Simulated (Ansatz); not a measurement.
# BF₄Li: what the fields show

Input file:

```
crystal:
  periodic: [false, false, false]
  atoms:
    - {symbol: Li, position_ang: [0.016717, 0.113618, -1.845237]}
    - {symbol: F, position_ang: [1.012157, 0.443875, 1.216931]}
    - {symbol: B, position_ang: [-0.004240, -0.028681, 0.465632]}
    - {symbol: F, position_ang: [0.512674, -0.970256, -0.541478]}
    - {symbol: F, position_ang: [-1.035308, -0.589432, 1.131608]}
    - {symbol: F, position_ang: [-0.502000, 1.030876, -0.427456]}
basis:
  gaussian: {orbitals: "def2-TZVPPD.json"}
hamiltonian: {xc: pbe0, dispersion: d4}
output: {orbitals: {seedname: orbitals}}
```

Command:

```sh
ansatz run in.yaml --threads 4 --pin off --events-out ev --progress --plain --max-ram 9574MiB
```

Geometry: PBE0-D4/def2-TZVP.

Computed with RKS PBE0-D4/def2-TZVPPD (Ansatz 0.2.0).

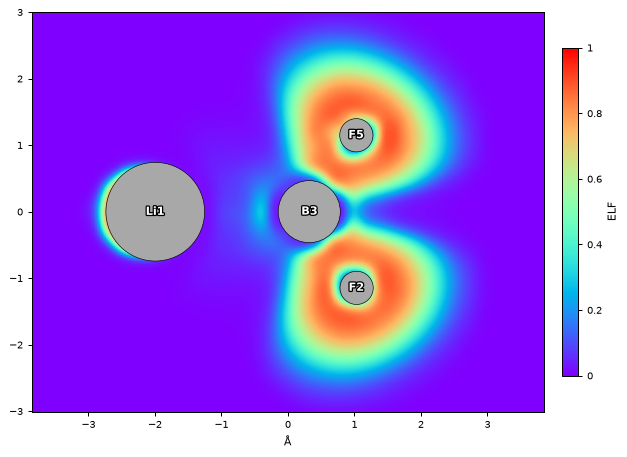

Figure 1. ELF on the plane of atoms F2, B3 and F5. Grey discs cover the atomic cores.

Describe what can be read from this map.

Atoms in the plane: Li, F and B. B–F (1.35 Å): the ELF peaks at about 0.85 between the atoms, as expected for a shared but strongly polarised pair. Li–B (2.32 Å): the ELF is about 0.10 at the midpoint. The ELF also peaks beside F2 and F5, away from the bonds: lone-pair regions.

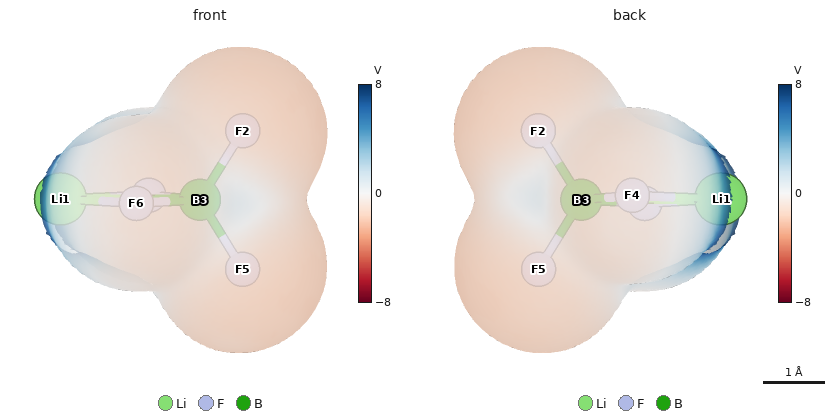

Figure 2. The molecular electrostatic potential painted on the density surface at 0.004 e/bohr³, seen from the front and from behind; red is negative and blue positive.

Where is the surface potential most negative and most positive?

The most negative region (about −1.7 V) lies over F2 and F5, the most positive (about +7.3 V) over Li1.

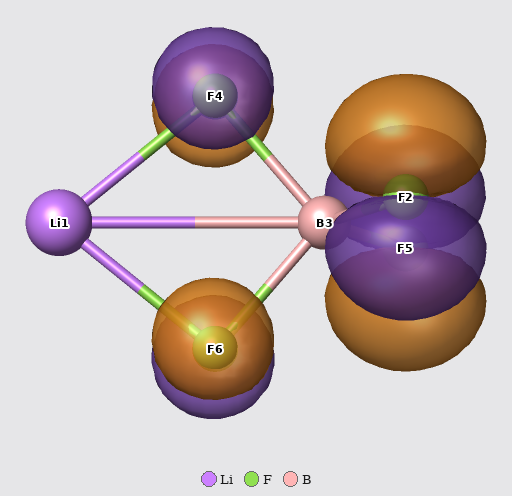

Figure 3. The HOMO−1 at ±0.15 Å⁻³ᐟ² (orange and purple are the two phases), seen from one side.

Describe this orbital and give its energy.

By Hirshfeld shares it lies mainly on F2 (about 35 %), F5 (about 35 %), F4 (about 10 %) and F6 (about 10 %); largely a combination of lone pairs on F2, F5, F4 and F6. Its energy is −10.57 eV.
